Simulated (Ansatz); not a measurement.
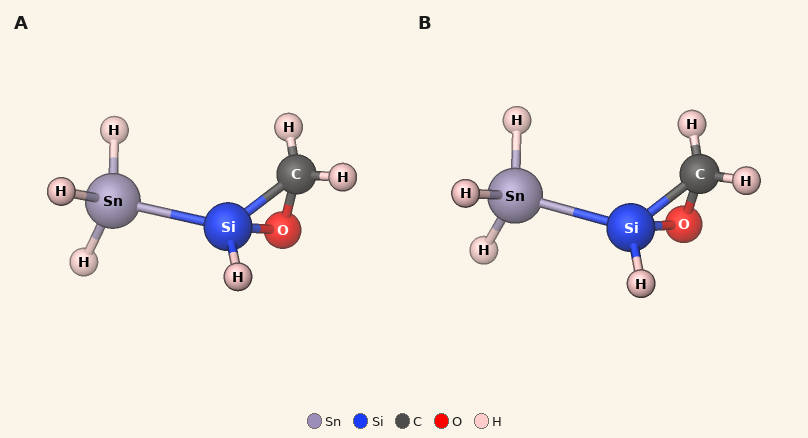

Atoms fade into the background with distance from the viewer. The computed structure is the end point of a PBE-D4/def2-SVP optimisation. No frequency run is at hand to confirm it as a minimum.

Question: How are A and B related: the same structure turned, mirror images, conformers, diastereomers or constitutional isomers?

Answer: They are the same structure, CH6OSiSn ([SnH3][Si@@H]1CO1), seen from two directions: a rotation takes one into the other. The geometry is chiral (C1), so its mirror image would differ.
